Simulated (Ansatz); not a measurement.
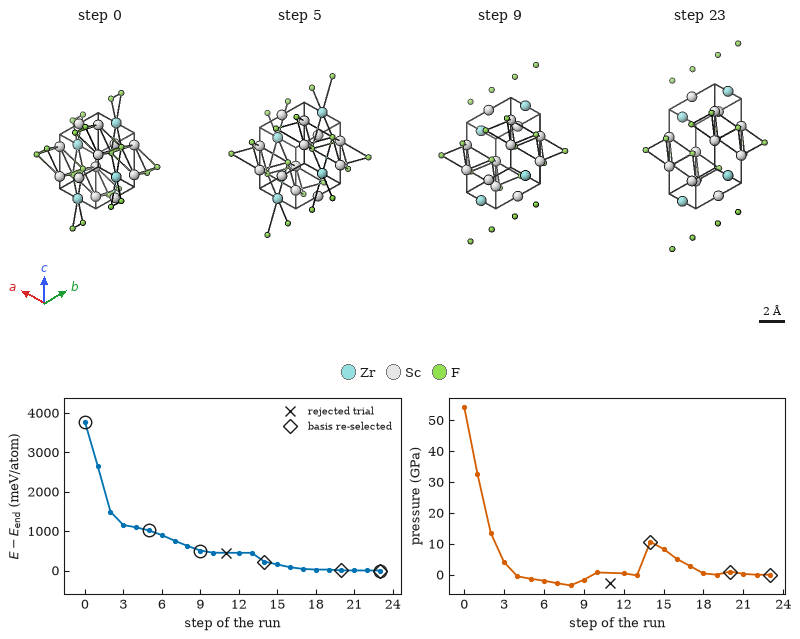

Frames of a relaxation of a crystal of ZrSc3F2 (a generated structure, set up in Pmmm) (coarse preliminary run), marked on the history of the run. The picture is a ball-and-stick view of the cell of the calculation, seen from a free direction.

The calculation used Ansatz 0.2.0, DFT PBE, scalar-relativistic, plane waves, PAW.

Input
```yaml
crystal:
  lattice:
    - [4.09035866, 0.0, 0.0]
    - [0.0, 4.3954802, 0.0]
    - [0.0, 0.0, 5.26691307]
  atoms:
    - { symbol: Zr, position: [0.5, 0.0, 0.0] }
    - { symbol: Sc, position: [0.0, 0.0, 0.22379597] }
    - { symbol: Sc, position: [0.0, 0.0, 0.77620403] }
    - { symbol: Sc, position: [0.0, 0.5, 0.0] }
    - { symbol: F, position: [0.5, 0.86710708, 0.5] }
    - { symbol: F, position: [0.5, 0.13289292, 0.5] }
basis:
  ecutwfc: 420
kpoints:
  mp_grid: { grid: [4, 4, 4] }
hamiltonian:
  xc: pbe
scf:
  occupations: { method: gaussian, width: 0.1 }
  lower_state_search: "off"
output:
  forces: true
  stress: true
  eigenvalues: true
relax:
  adjacent_minimum: "off"
  f_tol: 0.04
  max_steps: 70
  cell: { stress_tol: 0.4 }
```

Run as
```bash
ansatz run input.yaml --threads 1 --pin off --max-ram 2560MiB --backend cpu --events-out ev --progress --plain --runs-dir out
```

**Describe the path.**

The largest moves relative to the cell, 0.84 Å, are those of Sc2 and Sc3. Sc2 goes along +c. Largest moves by element: Sc 0.84 Å, F 0.47 Å. Zr stays in place. Cell: a 4.090 → 3.019 Å (−26.2 %), b 4.395 → 5.206 Å (+18.4 %), c 5.267 → 8.206 Å (+55.8 %). Volume +36.2 %. Some distances before and after: Sc2–Sc3 2.357 → 5.354 Å, Zr1–F5 2.697 → 4.263 Å, Sc2–Sc4 2.494 → 3.734 Å, F5–F6 1.168 → 2.316 Å. Bonds break, among them: F5–F6 (1.17 → 2.32 Å), Zr1–F5 (2.70 → 4.26 Å), Zr1–F6 (2.70 → 4.26 Å). Among the angles between lasting bonds that change: Sc2–F6–Sc3 153.8° → 121.7°, F5–Sc2–F5 105.1° → 78.8°, Sc2–F6–Sc2 105.1° → 78.8°. The space group stays Pmmm (No. 47). The energy falls by 3781 meV per atom in 19 accepted moves (23 points after the start). Largest force component: 23 eV/Å at the start, 0.0098 eV/Å at the end. Pressure: 54.38 GPa at the start and 0.02 GPa at the end. The line search rejected the trial step at point 11 of the run. At 3 points the geometry stayed and the basis and grid were re-selected for the new cell (energy shift of 223 meV per atom at most each time). The run took 2.9 min on 1 thread of Arm Neoverse V2 (shared host), peak memory 0.46 GiB. From step 0 to 5: F atoms move most (0.49 Å), volume +31.2 %, energy −2763 meV per atom. From step 5 to 9: Sc atoms move most (0.13 Å), volume −8.2 %, energy −510 meV per atom. From step 9 to 23: F atoms move most (0.09 Å), volume +13.1 %, energy −508 meV per atom.

Limits of the set-up: the k-point mesh is coarse for a cell with partly filled bands; layers or molecules are held without a dispersion correction, so their spacing is unreliable.
